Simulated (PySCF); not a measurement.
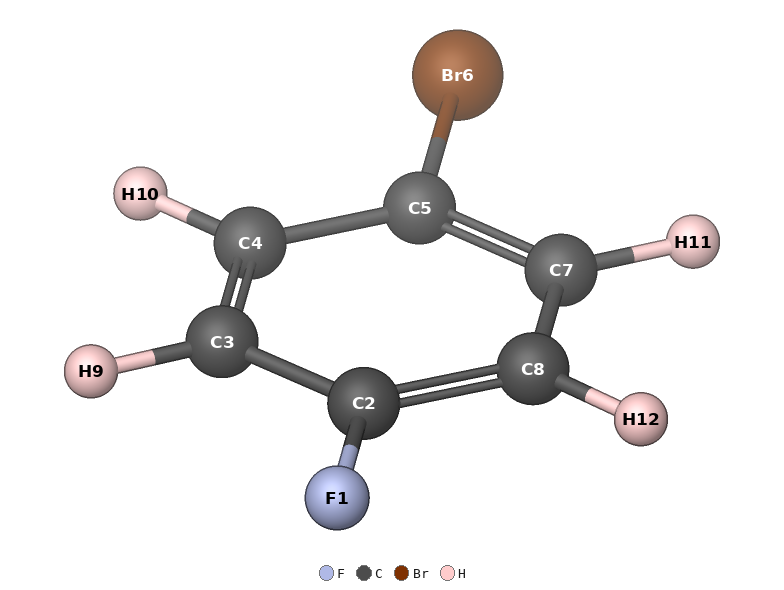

Distant atoms are faded towards the background colour. Computed geometry: PBE0-D3(BJ)/def2-SVP optimisation. No frequency run is at hand to confirm it as a minimum.

Q: What is the conformation of the ring C2–C3–C4–C5–C7–C8?

A: It is planar. The Cremer–Pople amplitude Q is 0.00 Å.

Q: Give the torsion angles round the ring, beginning with the bond from its second to its third atom.

A: 0°, 0°, 0°, 0°, 0°, 0°.
